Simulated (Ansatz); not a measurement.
# How fast states decay through Al2O5, part 3 of 3

A new crystal, Al2O5: structure, gap and complex bands. It is built by putting O for Te in the Al2Te5 structure of space group C2/m, with the volume rescaled by atomic radii. The parent structure comes from the Materials Project.

Ansatz 0.2.0; r2SCAN DFT, plane waves, PAW files (the session's first sound run).

So far, gap on path (eV): step 3 (the bulk crystal and its band edges, r2SCAN) 0.397; step 5 (PBEsol, cutoff 420 eV) 0.303.

The structure was built from a prototype and need not be the compound's stable phase.

## 6. Complex bands at another level, cutoff 420 eV

This step: PBEsol DFT, plane waves, PAW files; complex bands by layer matching along the plane's normal (Ansatz 0.2.0).

The complex bands at that level, over its own gap, at (0, 0) and (0, -0.5).

File input.yaml:

```yaml
crystal:
  lattice:
    - [2.991097357, 0.0, 0.0]
    - [1.495548678, 4.912095319, 0.0]
    - [1.495548678, -1.664565943, 5.359467896]
  atoms:
    - { symbol: Al, position: [0.5797400012, 0.1576210041, 0.6828989935] }
    - { symbol: Al, position: [0.4202599988, 0.8423789959, 0.3171010065] }
    - { symbol: O, position: [0.366113603, 0.2557435298, 0.0120292642] }
    - { symbol: O, position: [0.633886397, 0.7442564702, 0.9879707358] }
    - { symbol: O, position: [0.0, 0.0, 0.0] }
    - { symbol: O, position: [0.877567201, 0.7873891736, 0.4574764244] }
    - { symbol: O, position: [0.122432799, 0.2126108264, 0.5425235756] }
kpoints:
  mp_grid: { grid: [8, 8, 8] }
scf:
  occupations: { method: fixed }
hamiltonian:
  xc: pbesol
output:
  eigenvalues: true
  transmission:
    leads: [[0, 0]]
    kpoints: [[0.0, 0.0], [0.0, -0.5]]
    e_range: [-1.0, 1.3]
    de: 0.05
```

Run with:

```console
$ ansatz run input.yaml --threads 2 --pin off --max-ram 4096MiB --backend cpu --events-out ev --progress --plain --runs-dir out
```

Numbers of over 12 decimals in the logs are rounded to 6 here.

Log:

```text
[...]
Crystal: 7 atoms, lattice volume = 78.744 Å³
Basis set: ecut = 420 eV, 1525 PW (Γ)
Bands: 25, of which v1, the nominal top of the filled ones, is band 18 counted from 1 (17 counted from 0)
Symmetry: 4 space group operations
[...]
k-points: 150 of 512
[...]
SCF iter   1: F=—  HF=-3850.496422 eV  |F-HF|=—  |Δ(HF+E_count)|=         —  Δρ=1.49e-2  dr2=1.51e-1  ethr=1.77e-3  ⟨swp⟩=4.1  Hψ=15601  notcnv=0  defer=750
[...]
SCF iter   8: F=-3850.461184 eV  HF=-3850.461184 eV  |F-HF|=7.00e-8  |Δ(HF+E_count)|=   8.32e-7  Δρ=6.58e-6  dr2=5.79e-8  ethr=2.78e-10  ⟨swp⟩=7.5  Hψ=17393  notcnv=0
SCF 1 converged in 8 iterations: F = -3850.461184 eV  dr2 = 5.79e-8
[...]
transmission: 7 of 14 steps passed
transmission: 14 of 14 steps passed
SCF converged after 8 iterations
Free energy (F): -3850.461184 eV
[...]
Internal energy: -3850.461184 eV  (E = F + TS)
E sigma→0 (E₀):  -3850.461184 eV
Fermi energy:    3.254041 eV
[...]
--- Band table (eV; the first three rows and the last of 150) ---
  k-point 0: bands = [... 14 lower, 2.1518, 2.3281, 2.3299, 3.2537, 4.6924, 5.5797, 8.2502, 11.6841, ... 3 higher]
  k-point 1: bands = [... 14 lower, 2.0777, 2.3324, 2.3877, 3.2327, 4.6944, 5.5791, 8.4473, 11.7091, ... 3 higher]
  k-point 2: bands = [... 14 lower, 1.8835, 2.3429, 2.5106, 3.1747, 4.6999, 5.5782, 8.9549, 11.7692, ... 3 higher]
  k-point 149: bands = [... 14 lower, 2.0858, 2.2128, 2.5220, 2.7709, 5.6595, 5.7794, 11.9334, 12.0369, ... 3 higher]
--- Transmission ---
  basis      : 125 plane waves across, 7 finite elements along
  points     : 2, as listed
[...]
crystal 0  : O5Al2, at the sites [0, 0], period 5.3595 Å: whole cells are its period
[...]
channels       : 0.000000e0 a spin
[...]
slowest decay  : 0.3416 /Å at (0.0000, 0.0000)
```

The job ended after 11 s (2 threads of Arm Neoverse V2, shared host; peak memory 0.45 GiB; 22 s of CPU time).

Numbers from this step:

```yaml
free_energy: -3850.4612 eV
level_to_which_the_leads_are_filled: 0.1730 eV from the Fermi level
decay_constant_at_the_filling_level_zone_centre: 0.3416 Å⁻¹
decay_constant_at_the_filling_level_slowest_listed_point: 0.3416 Å⁻¹
```

K parallel (0, 0); values up to 1.5 1/Å, a degenerate pair printed once or twice; energies at which all values exceed this have no row. The Im kz of the slowest decaying states by energy, zero at the highest filled level on the SCF mesh:

| energy (eV) | decay 1 (Å⁻¹) | decay 2 (Å⁻¹) | decay 3 (Å⁻¹) | decay 4 (Å⁻¹) |
| --- | --- | --- | --- | --- |
| -1.0000 | 0.123 | 0.266 | 0.442 | 0.997 |
| -0.7500 | 0.323 | 0.616 | 0.949 | 1.05 |
| -0.5000 | 0.112 | 0.370 | 0.864 | 0.918 |
| -0.2500 | 0.116 | 0.407 | 0.897 | 0.997 |
| 0.0000 | 0.0381 | 0.437 | 0.882 | 1.04 |
| 0.2500 | 0.385 | 0.508 | 0.867 | 1.07 |
| 0.5000 | 0.416 | 0.557 | 0.654 | 0.841 |
| 0.7500 | 0.429 | 0.549 | 0.818 | 1.11 |
| 1.0000 | 0.443 | 0.535 | 0.878 | 1.12 |
| 1.2500 | 0.465 | 0.949 | 0.982 | 1.13 |

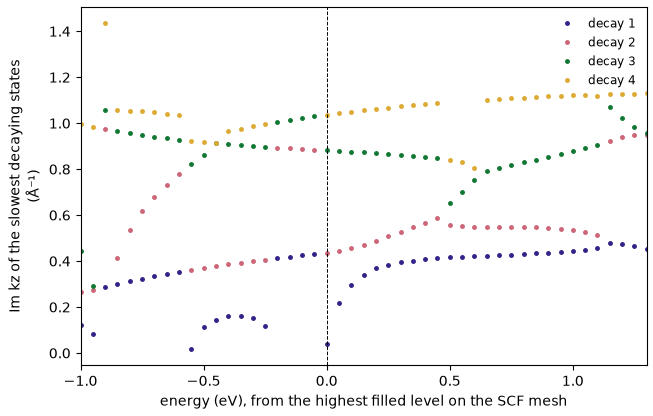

Im kz of the slowest decaying states, plotted against energy.

K parallel (0, -0.5); values up to 1.5 1/Å, a degenerate pair printed once or twice; energies at which all values exceed this have no row. Im kz of the slowest decaying states against energy, zero at the highest filled level on the SCF mesh:

| energy (eV) | decay 1 (Å⁻¹) | decay 2 (Å⁻¹) | decay 3 (Å⁻¹) | decay 4 (Å⁻¹) |
| --- | --- | --- | --- | --- |
| -1.0000 | 0.0776 | 0.332 | 0.946 | 0.990 |
| -0.7500 | 0.114 | 0.225 | 0.401 | 0.777 |
| -0.5000 | 0.321 | 0.412 | 0.446 | 0.794 |
| -0.2500 | 0.420 | 0.482 | 0.534 | 1.03 |
| 0.0000 | 0.421 | 0.631 | 1.08 | 1.08 |
| 0.2500 | 0.365 | 0.742 | 1.07 | 1.10 |
| 0.5000 | 0.394 | 0.445 | 0.770 | 0.832 |
| 0.7500 | 0.436 | 0.655 | 0.770 | 0.904 |
| 1.0000 | 0.459 | 0.774 | 0.946 | 0.973 |
| 1.2500 | 0.476 | 0.818 | 0.974 | 0.974 |

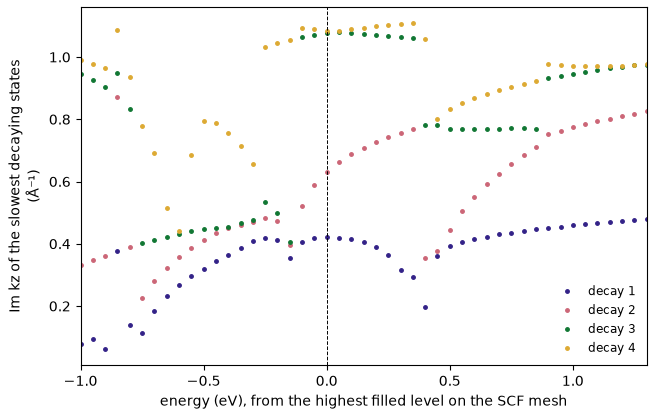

Im kz of the slowest decaying states against energy.

At the listed wavevectors the last open channel is at -0.05 eV and the next at +0.35 eV on the grid. At +0.15 eV, the grid energy nearest the filling level (the middle of the gap on the SCF mesh), the slowest state at the listed wavevectors decays with κ = 0.342 Å⁻¹, its amplitude falling by e over 2.9 Å; the first such run, plane (001), gave 0.423 Å⁻¹ over as many of its listed wavevectors.

## 7. What came out

- band gap: 0.397 eV
- least decay constant at mid-gap, normal to (001): 0.423 Å⁻¹
- least decay constant, PBEsol: 0.342 Å⁻¹

What this shows: With r2SCAN, the slowest decay at the wavevectors tried is κ = 0.423 Å⁻¹, normal to (001). Through such a film the transmission near mid-gap falls as exp(−2κd), a factor of ten every 2.7 Å. A free electron under a barrier of half the gap would need a mass of 3.4 mₑ to decay at this rate. With PBEsol the gap goes from 0.397 to 0.303 eV and the decay constant, over the first 2 listed wavevectors, from 0.423 to 0.342 Å⁻¹. The compound is made up by substitution; its stability against other phases and against distortions of the cell's symmetry was not tested. r2SCAN still narrows gaps, if less than LDA and GGA do, so real decay constants are likely larger.

[Logs are printed without paths, hosts, clocks, repeated set-up lines and the standing remarks that a program may print on its own settings, such as how far it seeks lower states.]

[Hosts, paths, dates, database ids (printed as entryN), source tags and the programs' standing remarks are cut or masked in the printed files.]

[New means built here by substitution; the compound itself may be known and measured.]
